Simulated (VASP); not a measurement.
Band structure of Ge₂W (space group I4/mmm). Level of theory: PBEsol GGA, VASP's PBE PAW potentials (set 64) (plane waves; VASP).

Unless said otherwise, spin-orbit coupling is left out, though it shifts the bands of the heavy elements here.

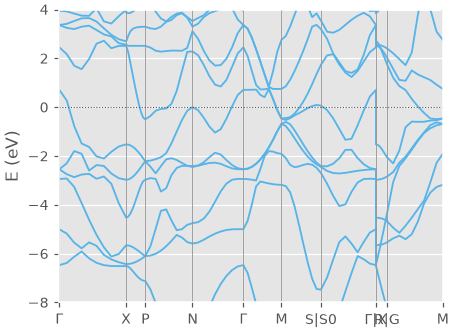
Figure: Bands along high-symmetry lines, zero at the valence-band maximum or, without a gap, the Fermi level

Task: Read the plot: is there a gap, and where are the band edges?

Result: It has no gap at this level: it comes out as a metal or semimetal. (Edges off the drawn lines would not show.)

The structure comes from a measured Ge2W entry (I4/mmm) of the Crystallography Open Database, whose conditions weren't checked. It was relaxed first.
